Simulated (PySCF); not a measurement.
# CH2BFS (SMILES FC1BS1): a chain of runs, part 2 of 2

PySCF 2.14.0. Earlier steps stand in the parts before.

## 3. The energy at DF-CCSD(T)/6-311+G(d) (Cartesian functions) (run 3)

File job.py:

```python
from pyscf import gto, cc

system = gto.M(
    atom=[
    ('F', (0.410435, -0.833499, -1.477872)),
    ('C', (-0.066830, 0.097888, -0.556255)),
    ('B', (0.210289, -0.098789, 0.932227)),
    ('S', (-1.514148, -0.562572, 0.685406)),
    ('H', (-0.372017, 1.008891, -1.053316)),
    ('H', (1.017491, -0.083587, 1.781538)),
],
    verbose=4,
    cart=True,
    spin=0,
    max_memory=1860,
    basis='6-311+g*',
)

myscf = system.RHF()
myscf.kernel()

mycc = cc.CCSD(myscf, frozen=8).density_fit()
mycc.kernel()
e_t = mycc.ccsd_t()
e_tot = mycc.e_tot + e_t
print('E = %.10f Eh' % e_tot)
```

On the command line:

```bash
OMP_NUM_THREADS=1 python job.py
```

The program printed:

```text
PySCF version 2.14.0

[INPUT] num. atoms = 6
[INPUT] num. electrons = 38
[INPUT] charge = 0
[INPUT] spin (= nelec alpha-beta = 2S) = 0
[INPUT] symmetry False subgroup None
[INPUT] Mole.unit = angstrom
[INPUT] Cartesian GTO integrals (6d 10f)
[INPUT] Symbol           X                Y                Z      unit          X                Y                Z       unit  Magmom
[INPUT]  1 F      0.410435000000  -0.833499000000  -1.477872000000 AA    0.775609741936  -1.575084835099  -2.792773327163 Bohr   0.0
[INPUT]  2 C     -0.066830000000   0.097888000000  -0.556255000000 AA   -0.126290396905   0.184981510881  -1.051169605420 Bohr   0.0
[INPUT]  3 B      0.210289000000  -0.098789000000   0.932227000000 AA    0.397388617009  -0.186684154120   1.761653715925 Bohr   0.0
[INPUT]  4 S     -1.514148000000  -0.562572000000   0.685406000000 AA   -2.861325032058  -1.063107005349   1.295229624134 Bohr   0.0
[INPUT]  5 H     -0.372017000000   1.008891000000  -1.053316000000 AA   -0.703010243682   1.906527679539  -1.990478762622 Bohr   0.0
[INPUT]  6 H      1.017491000000  -0.083587000000   1.781538000000 AA    1.922779324210  -0.157956537574   3.366618900505 Bohr   0.0

nuclear repulsion = 132.878591050927
number of shells = 50
number of NR pGTOs = 168
number of NR cGTOs = 106
basis = 6-311+g*
ecp = {}

******** <class 'pyscf.scf.hf.RHF'> ********
method = RHF
initial guess = minao
damping factor = 0
level_shift factor = 0
DIIS = <class 'pyscf.scf.diis.CDIIS'>
diis_start_cycle = 1
diis_space = 8
diis_damp = 0
SCF conv_tol = 1e-09
SCF conv_tol_grad = None
SCF max_cycles = 50
direct_scf = True
direct_scf_tol = 1e-13
Set gradient conv threshold to 3.16228e-05
Initial guess from minao.
init E= -561.125841181584
  HOMO = -0.277141100512802  LUMO = -0.0149398490667964  gap/eV = 7.13486
cycle= 1 E= -560.579176584089  delta_E= 0.547  |g|= 0.635  |ddm|= 1.97
  HOMO = -0.394194595629551  LUMO = 0.00397560811587442  gap/eV = 10.83476
cycle= 2 E= -560.644083353007  delta_E= -0.0649  |g|= 0.473  |ddm|= 1.02
  HOMO = -0.403147333370111  LUMO = 0.038064275179706  gap/eV = 12.00598
cycle= 3 E= -560.692138076596  delta_E= -0.0481  |g|= 0.0554  |ddm|= 0.451
  HOMO = -0.394319240230703  LUMO = 0.0434553127604757  gap/eV = 11.91245
cycle= 4 E= -560.693664476028  delta_E= -0.00153  |g|= 0.0162  |ddm|= 0.134
  HOMO = -0.397306859942568  LUMO = 0.0430543986838333  gap/eV = 11.98284
cycle= 5 E= -560.693825398592  delta_E= -0.000161  |g|= 0.00585  |ddm|= 0.0446
  HOMO = -0.396748642730183  LUMO = 0.0429791192593308  gap/eV = 11.96560
cycle= 6 E= -560.69386080554  delta_E= -3.54e-05  |g|= 0.0029  |ddm|= 0.0196
  HOMO = -0.397089383238434  LUMO = 0.0430704175925668  gap/eV = 11.97736
cycle= 7 E= -560.693870851212  delta_E= -1e-05  |g|= 0.00131  |ddm|= 0.0103
  HOMO = -0.397188138931837  LUMO = 0.0430661991375946  gap/eV = 11.97993
cycle= 8 E= -560.693873062986  delta_E= -2.21e-06  |g|= 0.000406  |ddm|= 0.00526
  HOMO = -0.397186884175114  LUMO = 0.0430752854275157  gap/eV = 11.98014
cycle= 9 E= -560.693873273513  delta_E= -2.11e-07  |g|= 0.000121  |ddm|= 0.0016
  HOMO = -0.397214113718481  LUMO = 0.0430730463673782  gap/eV = 11.98082
cycle= 10 E= -560.693873289026  delta_E= -1.55e-08  |g|= 3.72e-05  |ddm|= 0.00039
  HOMO = -0.397217121099029  LUMO = 0.0430701821788722  gap/eV = 11.98083
cycle= 11 E= -560.693873290228  delta_E= -1.2e-09  |g|= 9.24e-06  |ddm|= 0.000132
  HOMO = -0.397216961348994  LUMO = 0.04307110730858  gap/eV = 11.98085
cycle= 12 E= -560.693873290282  delta_E= -5.43e-11  |g|= 3.74e-06  |ddm|= 2.47e-05
  HOMO = -0.39721734116094  LUMO = 0.0430706749312563  gap/eV = 11.98085
Extra cycle  E= -560.693873290287  delta_E= -5.23e-12  |g|= 2.17e-06  |ddm|= 8.12e-06
converged SCF energy = -560.693873290287
Default auxbasis heavyaug-cc-pvtz-ri is used for S 6-311+g*
Default auxbasis heavyaug-cc-pvtz-ri is used for F 6-311+g*
Default auxbasis heavyaug-cc-pvtz-ri is used for C 6-311+g*
Default auxbasis heavyaug-cc-pvtz-ri is used for B 6-311+g*
Default auxbasis heavyaug-cc-pvtz-ri is used for H 6-311+g*

******** <class 'pyscf.cc.dfccsd.RCCSD'> ********
CC2 = 0
CCSD nocc = 11, nmo = 98
frozen orbitals 8
max_cycle = 50
direct = 0
conv_tol = 1e-07
conv_tol_normt = 1e-05
diis_space = 6
diis_start_cycle = 0
diis_start_energy_diff = 1e+09
******** <class 'pyscf.df.df.DF'> ********
auxbasis = None
Default auxbasis heavy-aug-cc-pvtz-jkfit is used for S 6-311+g*
Default auxbasis heavy-aug-cc-pvtz-jkfit is used for F 6-311+g*
Default auxbasis heavy-aug-cc-pvtz-jkfit is used for C 6-311+g*
Default auxbasis heavy-aug-cc-pvtz-jkfit is used for B 6-311+g*
Default auxbasis heavy-aug-cc-pvtz-jkfit is used for H 6-311+g*
Init t2, MP2 energy = -561.261544290628  E_corr(MP2) -0.567671000340864
Init E_corr(RCCSD) = -0.567671000342656
cycle = 1  E_corr(RCCSD) = -0.569500059319734  dE = -0.00182905898  norm(t1,t2) = 0.0805269
cycle = 2  E_corr(RCCSD) = -0.588998008504003  dE = -0.0194979492  norm(t1,t2) = 0.0258655
cycle = 3  E_corr(RCCSD) = -0.588905525171804  dE = 9.24833322e-05  norm(t1,t2) = 0.0174504
cycle = 4  E_corr(RCCSD) = -0.59226563651559  dE = -0.00336011134  norm(t1,t2) = 0.00843661
cycle = 5  E_corr(RCCSD) = -0.592317256068136  dE = -5.16195525e-05  norm(t1,t2) = 0.00277287
cycle = 6  E_corr(RCCSD) = -0.592057392994897  dE = 0.000259863073  norm(t1,t2) = 0.0013365
cycle = 7  E_corr(RCCSD) = -0.592007328164944  dE = 5.006483e-05  norm(t1,t2) = 0.000401733
cycle = 8  E_corr(RCCSD) = -0.592050402270706  dE = -4.30741058e-05  norm(t1,t2) = 0.00017062
cycle = 9  E_corr(RCCSD) = -0.592050700280258  dE = -2.98009552e-07  norm(t1,t2) = 7.74201e-05
cycle = 10  E_corr(RCCSD) = -0.592049130086487  dE = 1.57019377e-06  norm(t1,t2) = 3.05203e-05
cycle = 11  E_corr(RCCSD) = -0.592048823647387  dE = 3.064391e-07  norm(t1,t2) = 1.41717e-05
cycle = 12  E_corr(RCCSD) = -0.592048106584324  dE = 7.17063063e-07  norm(t1,t2) = 7.22784e-06
cycle = 13  E_corr(RCCSD) = -0.592048036709727  dE = 6.98745973e-08  norm(t1,t2) = 3.25588e-06
RCCSD converged
E(RCCSD) = -561.2859213269969  E_corr = -0.5920480367097272
RCCSD(T) correction = -0.0248916526559766
E = -561.3108129797 Eh
```

It took 2.3 min on 1 thread of Arm Neoverse V1, shared host; peak memory 0.66 GiB.

## 4. The vertical excitations at TDA-M06/6-311G (density fitting with aug-cc-pvtz-jkfit, spin of roots singlet) (run 4)

File calc.py:

```python
from pyscf import gto, dft, tdscf

system = gto.M(
    atom=[
    ('F', (0.410435, -0.833499, -1.477872)),
    ('C', (-0.066830, 0.097888, -0.556255)),
    ('B', (0.210289, -0.098789, 0.932227)),
    ('S', (-1.514148, -0.562572, 0.685406)),
    ('H', (-0.372017, 1.008891, -1.053316)),
    ('H', (1.017491, -0.083587, 1.781538)),
],
    max_memory=1860,
    verbose=3,
    basis='6-311g',
    charge=0,
)

calc0 = dft.RKS(system, xc='m06')
calc0 = calc0.density_fit(auxbasis='aug-cc-pvtz-jkfit')
calc0.kernel()

etot = calc0.e_tot
print('E = %.10f Eh' % etot)

td = tdscf.TDA(calc0)
td.nstates = 10
td.kernel()
td.analyze()
roots = td.e * 27.211386
osc = td.oscillator_strength()
print('state   eV      nm      f')
for i, (w, f) in enumerate(zip(roots, osc), 1):
    print('%3d %9.4f %8.1f %9.5f' % (i, w, 1239.842 / w, f))
```

On the command line:

```bash
OMP_NUM_THREADS=1 python calc.py
```

The program printed:

```text
converged SCF energy = -562.058433785955
E = -562.0584337860 Eh
Excitation energies (eV)
[4.70810172 5.21385599 5.6920687  6.0068603  6.57384797 7.44965554
 7.71813354 8.30903926 8.49507091 8.62677498]

** Singlet excitation energies and oscillator strengths **
state   eV      nm      f
  1    4.7081    263.3   0.00302
  2    5.2139    237.8   0.00918
  3    5.6921    217.8   0.01122
  4    6.0069    206.4   0.02496
  5    6.5738    188.6   0.03418
  6    7.4497    166.4   0.17242
  7    7.7181    160.6   0.09728
  8    8.3090    149.2   0.01009
  9    8.4951    145.9   0.00337
 10    8.6268    143.7   0.06643
```

Wall time 2.8 min (1 thread of Arm Neoverse V1, shared host); peak memory 0.52 GiB.

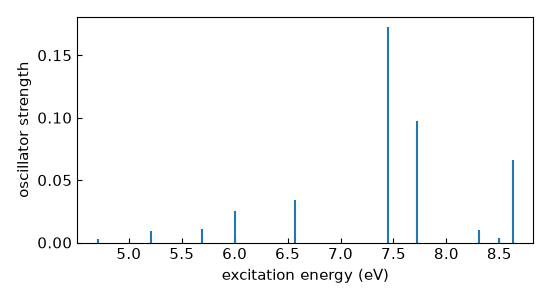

Vertical excitations as sticks.

The roots found:

```csv
excited state,energy (eV),strength
1,4.708,0.0030
2,5.214,0.0092
3,5.692,0.0112
4,6.007,0.0250
5,6.574,0.0342
6,7.450,0.1724
7,7.718,0.0973
8,8.309,0.0101
9,8.495,0.0034
10,8.627,0.0664
```

## 5. Outcome

The summary covers parts 1 to 2.

| quantity | value |
| --- | --- |
| run 1, X3LYP-D4/4-31G: total energy at the end | -561.40529 Eh |
| run 1, X3LYP-D4/4-31G: dipole moment | 1.77 D |
| run 1, X3LYP-D4/4-31G: HOMO energy | -7.92 eV |
| run 1, X3LYP-D4/4-31G: LUMO energy | -1.78 eV |
| run 1, X3LYP-D4/4-31G: HOMO–LUMO gap | 6.15 eV |
| run 1, X3LYP-D4/4-31G: dispersion energy | -15.83 kJ/mol |
| run 3, DF-CCSD(T)/6-311+G*: total energy | -561.31081 Eh |
| run 3, DF-CCSD(T)/6-311+G*: dipole moment (Hartree–Fock density) | 2.18 D |
| run 3, DF-CCSD(T)/6-311+G*: HOMO energy (Hartree–Fock orbitals) | -10.81 eV |
| run 3, DF-CCSD(T)/6-311+G*: LUMO energy (Hartree–Fock orbitals) | 1.17 eV |
| run 3, DF-CCSD(T)/6-311+G*: HOMO–LUMO gap (Hartree–Fock orbitals) | 11.98 eV |
| run 3, DF-CCSD(T)/6-311+G*: correlation energy (8 core orbitals frozen) | -616.9 mEh |
| run 3, DF-CCSD(T)/6-311+G*: (T) correction | -24.89 mEh |
| run 3, DF-CCSD(T)/6-311+G*: T1 diagnostic | 0.021 |
| run 4, TDA-M06/6-311G: ground-state or mean-field energy | -562.05843 Eh |
| run 4, TDA-M06/6-311G: dipole moment (M06 Kohn–Sham density) | 1.90 D |
| run 4, TDA-M06/6-311G: HOMO energy (M06 Kohn–Sham orbitals) | -8.37 eV |
| run 4, TDA-M06/6-311G: LUMO energy (M06 Kohn–Sham orbitals) | -1.94 eV |
| run 4, TDA-M06/6-311G: HOMO–LUMO gap (M06 Kohn–Sham orbitals) | 6.44 eV |
| run 4, TDA-M06/6-311G: lowest singlet excitation energy | 4.71 eV |

**Reading.** The optimisation (run 1, X3LYP-D4/4-31G) took 34 steps and changed the energy by -1.348 eV. Mulliken charges (run 1, X3LYP-D4/4-31G) run from -0.30 on F1 to +0.27 on B3. The T1 diagnostic (run 3, DF-CCSD(T)/6-311+G*) of 0.021 is above the customary mark for such species, so a single reference may not serve. Mulliken charges (run 3, DF-CCSD(T)/6-311+G*) of the mean-field density run from -0.21 on C2 to +0.28 on H5; in a basis this large or diffuse they mean little. The triples (run 3, DF-CCSD(T)/6-311+G*) make up 4.0 % of the correlation energy. The brightest of the 10 transitions from the ground state lies at 7.45 eV (166 nm, f = 0.172); the lowest, at 4.71 eV, has f = 0.003.
